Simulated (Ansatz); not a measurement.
## What a change does: single-point calculation on P$_{2}$H$_{4}$

System: P$_{2}$H$_{4}$.
Method of the first run: RKS PBE0-D4/def2-TZVP (Ansatz 0.2.0).

Text and figures count atoms from 1; the logs count them from 0 in places.

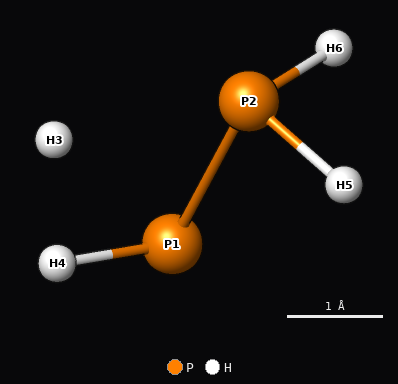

**Figure 1.** The input geometry (ball-and-stick view, seen at a tilt; atoms are numbered from 1 in the order of the input). Bond lengths as drawn: H–P 1.42 Å and P–P 2.23 Å.

### Input, the first run
```yaml
crystal:
  periodic: [false, false, false]
  atoms:
    - { symbol: P, position_ang: [-0.2951, -0.182187, -1.058187] }
    - { symbol: P, position_ang: [0.295786, 0.181262, 1.058149] }
    - { symbol: H, position_ang: [-2.012252, 0.119739, -0.747266] }
    - { symbol: H, position_ang: [-0.951956, -1.413714, -0.786248] }
    - { symbol: H, position_ang: [1.674938, -0.058712, 0.808311] }
    - { symbol: H, position_ang: [0.454668, 1.581367, 0.86702] }
basis:
  gaussian: { orbitals: def2-TZVP }
hamiltonian:
  xc: pbe0
  dispersion: d4
output:
  forces: true
```

Launched with:
```bash
ansatz run input.yaml --threads 1 --pin off --max-ram 2560MiB --backend cpu --events-out ev --progress --plain --runs-dir out
```

Hardware: 1 thread of AMD EPYC (Zen 3), 192 GiB of memory available, shared host.

### Output (the first run)
```
Engine: ansatz 0.2.0, x86_64-unknown-linux-gnu
Functional definition: PBE0
  parameter a = 0.25
  parameter kappa = 0.804
  parameter beta = 0.06672455060314922
  exchange = (1 - a)*pbe_x(kappa = kappa, mu = beta*pi^2/3) + a*exact_x
  correlation = pbe_c(beta = beta)
740 factors; their error is unknown
mean field evaluation 1: about -18634.4348 eV, gradient 1.2e1 eV
mean field evaluation 2: about -18634.6926 eV, gradient 8.6e0 eV
mean field evaluation 4: about -18634.8986 eV, gradient 4.8e-1 eV
mean field evaluation 8: about -18634.9174 eV, gradient 8.1e-2 eV
mean field -18634.91740448 eV, -684.8205834140 hartree, gradient 4.5e-5 eV, S^2 0.000000; 0 other end points of the search recorded, 0 dependent functions left out
the calculation of the forces begins
reference -18634.91743149 eV, -684.8205844065 hartree; 17, 17 occupied and 81, 81 virtual orbitals, 740 factors
Total energy: -18635.00699635 eV, -684.8238758545 hartree
Atom 0 at    -0.295100    -0.182187    -1.058187 Å, force    -3.729962     0.411158     0.638964 eV/Å
Atom 1 at     0.295786     0.181262     1.058149 Å, force    -0.131632    -0.006307    -0.006915 eV/Å
Atom 2 at    -2.012252     0.119739    -0.747266 Å, force     3.088562     0.197524    -0.574075 eV/Å
Atom 3 at    -0.951956    -1.413714    -0.786248 Å, force     0.751533    -0.560799    -0.016176 eV/Å
Atom 4 at     1.674938    -0.058712     0.808311 Å, force     0.014836    -0.017668    -0.028163 eV/Å
Atom 5 at     0.454668     1.581367     0.867020 Å, force     0.006663    -0.023909    -0.013635 eV/Å
Dipole moment:     0.082863    -0.005761     0.008717 e Å
```

For the second run the input was changed thus:
```diff
-    - { symbol: H, position_ang: [-2.012252, 0.119739, -0.747266] }
-    - { symbol: H, position_ang: [-0.951956, -1.413714, -0.786248] }
+    - { symbol: H, position_ang: [-1.587569, 0.045067, -0.824162] }
+    - { symbol: H, position_ang: [-0.542097, -1.567186, -0.851214] }
```

What does this change do to the results?

With the same method and basis, the second run lies 20.1 kcal/mol lower. The largest force goes from 3.807 to 2.332 eV/Å.

### Output (the second run)
```
Engine: ansatz 0.2.0, x86_64-unknown-linux-gnu
Functional definition: PBE0
  parameter a = 0.25
  parameter kappa = 0.804
  parameter beta = 0.06672455060314922
  exchange = (1 - a)*pbe_x(kappa = kappa, mu = beta*pi^2/3) + a*exact_x
  correlation = pbe_c(beta = beta)
740 factors; their error is unknown
mean field evaluation 1: about -18635.2281 eV, gradient 1.3e1 eV
mean field evaluation 2: about -18635.5607 eV, gradient 9.1e0 eV
mean field evaluation 4: about -18635.7726 eV, gradient 3.9e-1 eV
mean field evaluation 8: about -18635.7907 eV, gradient 1.7e-2 eV
mean field -18635.79070107 eV, -684.8526764717 hartree, gradient 2.0e-5 eV, S^2 0.000000; 0 other end points of the search recorded, 0 dependent functions left out
the calculation of the forces begins
reference -18635.79072811 eV, -684.8526774654 hartree; 17, 17 occupied and 81, 81 virtual orbitals, 740 factors
Total energy: -18635.88042415 eV, -684.8559737341 hartree
Atom 0 at    -0.295100    -0.182187    -1.058187 Å, force     1.995733    -0.543161    -0.350494 eV/Å
Atom 1 at     0.295786     0.181262     1.058149 Å, force     0.012096    -0.014839    -0.003804 eV/Å
Atom 2 at    -1.587569     0.045067    -0.824162 Å, force    -2.215067     0.627916     0.373331 eV/Å
Atom 3 at    -0.542097    -1.567186    -0.851214 Å, force     0.213632    -0.073319    -0.024203 eV/Å
Atom 4 at     1.674938    -0.058712     0.808311 Å, force    -0.006411     0.003312     0.011812 eV/Å
Atom 5 at     0.454668     1.581367     0.867020 Å, force     0.000017     0.000090    -0.006642 eV/Å
Dipole moment:    -0.013598     0.010860     0.001185 e Å
```

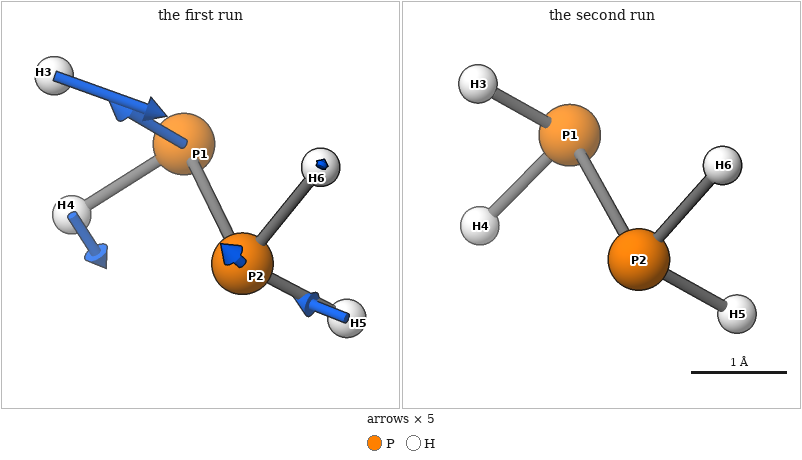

**Figure 2.** The two input geometries at one scale (ball-and-stick view, seen at a tilt). The blue arrows on the first give the shifts of the atoms after the best rigid fit, magnified 5 times. The largest move after the best rigid fit is that of H3, 0.26 Å. By element the largest moves are H 0.26 Å, P 0.22 Å. Among the contacts that change: P1–H3 1.771 → 1.333 Å.

### The two runs side by side

| quantity | the first run | the second run |
| --- | --- | --- |
| outcome | converged | converged |
| total energy (hartree) | −684.823876 | −684.855974 |
| largest force (eV/Å) | 3.807 | 2.332 |
| basis functions | 98 | 98 |
| wall time (shared host) | 1.8 s | 1.7 s |
